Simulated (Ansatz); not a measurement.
# C2H5BBr radical: two torsions, part 2 of 2

Aim: map the energy of C2H5BBr, SMILES CC[B]Br, spin multiplicity 2 over two coordinates, and find its wells, ridges and stiffness.

Ansatz 0.2.0; UKS PBE0-D4/def2-SVP. The steps go on from the part before.

### Step 7. All points together

156 points were computed. Energies in kJ/mol, from the relaxed molecule at the same level:

| dihedral H5–C1–C2–B3 (°) ↓, dihedral C1–C2–B3–Br4 (°) → | −180 | −150 | −120 | −90 | −60 | −30 | 0 | 30 | 60 | 90 | 120 | 150 |
| --- | --- | --- | --- | --- | --- | --- | --- | --- | --- | --- | --- | --- |
| 30 | 5.5 | 8.2 | 12.7 | 13.8 | 9.8 | 5.7 | 4.3 | 5.8 | 10.2 | 13.5 | 12.1 | 7.7 |
| 15 | 9.3 | 12.0 | 16.8 | 18.2 | 14.2 | 9.8 | 8.6 | 9.8 | 14.4 | 18.0 | 16.4 | 11.7 |
| 0 | 10.8 | 13.4 | 18.3 | 19.9 | 16.0 | 11.4 | 10.3 | 11.4 | 16.0 | 19.9 | 18.3 | 13.4 |
| −15 | 9.1 | 11.5 | 16.2 | 17.8 | 14.3 | 9.7 | 8.4 | 9.6 | 14.0 | 18.1 | 16.7 | 11.9 |
| −30 | 5.3 | 7.5 | 11.9 | 13.3 | 10.0 | 5.6 | 4.1 | 5.4 | 9.6 | 13.6 | 12.6 | 8.0 |
| −45 | 1.5 | 3.7 | 7.8 | 8.9 | 5.7 | 1.5 | 0.0 | 1.4 | 5.4 | 9.2 | 8.3 | 4.0 |
| −60 | 0.0 | 2.3 | 6.4 | 7.3 | 3.8 | −0.1 | −1.7 | −0.1 | 3.8 | 7.3 | 6.4 | 2.3 |
| −75 | 1.6 | 4.1 | 8.4 | 9.3 | 5.5 | 1.6 | 0.1 | 1.7 | 5.8 | 9.1 | 8.0 | 3.8 |
| −90 | 5.4 | 8.1 | 12.8 | 13.8 | 9.8 | 5.6 | 4.3 | 5.7 | 10.2 | 13.5 | 12.1 | 7.7 |
| −105 | 9.2 | 12.0 | 16.8 | 18.2 | 14.2 | 9.8 | 8.5 | 9.8 | 14.4 | 18.0 | 16.4 | 11.6 |
| −120 | 10.8 | 13.4 | 18.3 | 19.9 | 16.0 | 11.4 | 10.3 | 11.4 | 16.0 | 19.9 | 18.3 | 13.4 |
| −135 | 9.1 | 11.6 | 16.2 | 17.8 | 14.3 | 9.7 | 8.4 | 9.6 | 14.0 | 18.0 | 16.7 | 11.9 |
| −150 | 5.3 | 7.6 | 11.9 | 13.3 | 10.0 | 5.6 | 4.2 | 5.5 | 9.6 | 13.6 | 12.6 | 8.0 |

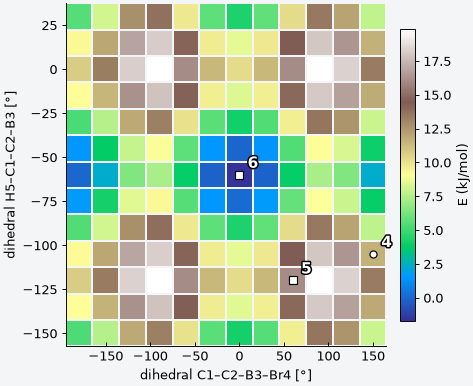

The map; numbers mark the steps of this session that print a point's run. The picture shows one coloured cell a grid point.

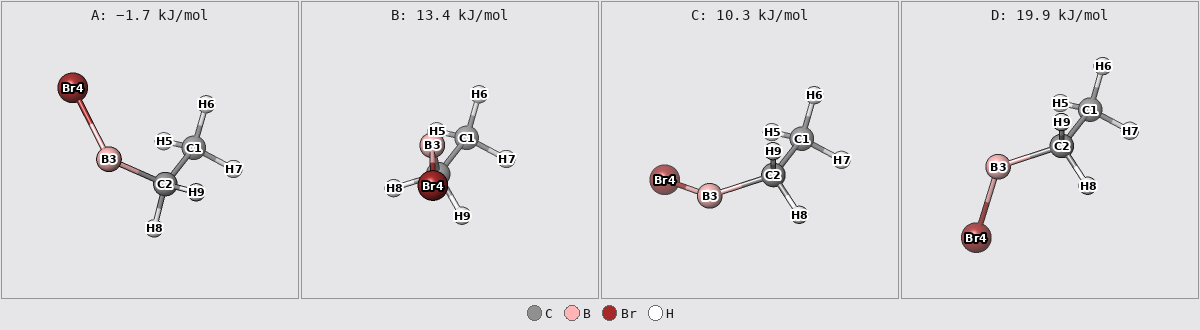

Structures on the grid, at one scale: A at (0°, −60°); B at (−150°, −120°); C at (0°, 0°); D at (90°, 0°).

On the same grid, dipole moment (D):

```csv
"dihedral H5–C1–C2–B3 (°) ↓, dihedral C1–C2–B3–Br4 (°) →",−180,−150,−120,−90,−60,−30,0,30,60,90,120,150
30,1.466,1.460,1.477,1.535,1.543,1.484,1.463,1.503,1.544,1.514,1.463,1.456
15,1.480,1.473,1.487,1.549,1.561,1.495,1.462,1.510,1.562,1.533,1.476,1.470
0,1.486,1.476,1.486,1.547,1.568,1.505,1.460,1.505,1.569,1.547,1.486,1.476
−15,1.478,1.468,1.475,1.531,1.559,1.506,1.459,1.493,1.559,1.546,1.484,1.470
−30,1.461,1.452,1.459,1.510,1.539,1.498,1.458,1.480,1.538,1.530,1.472,1.455
−45,1.445,1.438,1.448,1.496,1.520,1.486,1.456,1.474,1.519,1.509,1.457,1.441
−60,1.439,1.434,1.447,1.496,1.512,1.476,1.455,1.477,1.512,1.496,1.447,1.434
−75,1.446,1.441,1.458,1.510,1.520,1.474,1.456,1.487,1.521,1.496,1.448,1.439
−90,1.462,1.456,1.473,1.531,1.539,1.480,1.458,1.499,1.540,1.511,1.460,1.453
−105,1.478,1.470,1.484,1.546,1.560,1.493,1.459,1.506,1.560,1.532,1.475,1.468
−120,1.486,1.476,1.485,1.547,1.569,1.506,1.460,1.504,1.568,1.548,1.486,1.477
−135,1.480,1.470,1.476,1.533,1.561,1.509,1.462,1.494,1.560,1.548,1.487,1.473
−150,1.465,1.456,1.462,1.514,1.543,1.503,1.463,1.484,1.542,1.534,1.476,1.460
```

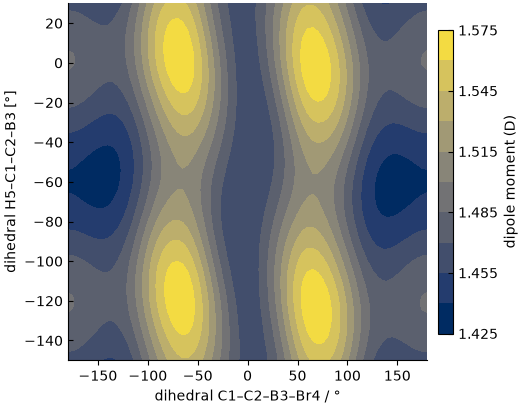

The dipole moment over the grid. Drawn: filled contours.

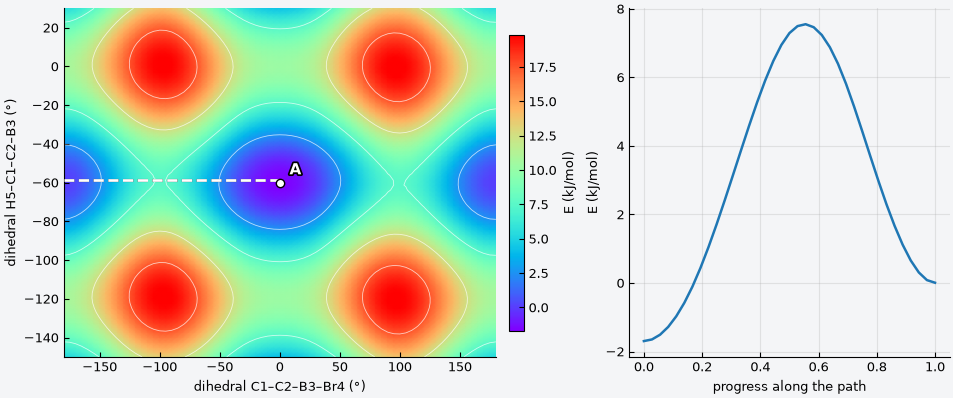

The easiest path on the interpolated surface, from A. Drawn: a smooth colour map, a line along the lowest path, the energy along the path at the right.

### Step 8. Outcome

The summary covers parts 1 to 2.

| quantity | value |
| --- | --- |
| lowest point | (0°, −60°), −1.7 kJ/mol |
| highest computed point | (90°, 0°), 21.6 kJ/mol above the lowest |
| dipole moment (D) | 1.434 at (−150°, −60°) to 1.569 at (−60°, −120°); 1.455 at the lowest point |
| time for the whole task | 11 min on 1 thread, shared host |

In words: The lowest computed point is at (0°, −60°), −1.7 kJ/mol from the relaxed molecule at the same level. There is a further well near (−180°, −60°) (1.7 kJ/mol above the lowest at that grid point). The highest computed point, (90°, 0°), lies 21.6 kJ/mol above the lowest. On the interpolated surface the easiest way out of the lowest well to the well at (−180°, −60°) passes a barrier of about 9.2 kJ/mol. Round the minimum the two coordinates are nearly uncoupled.
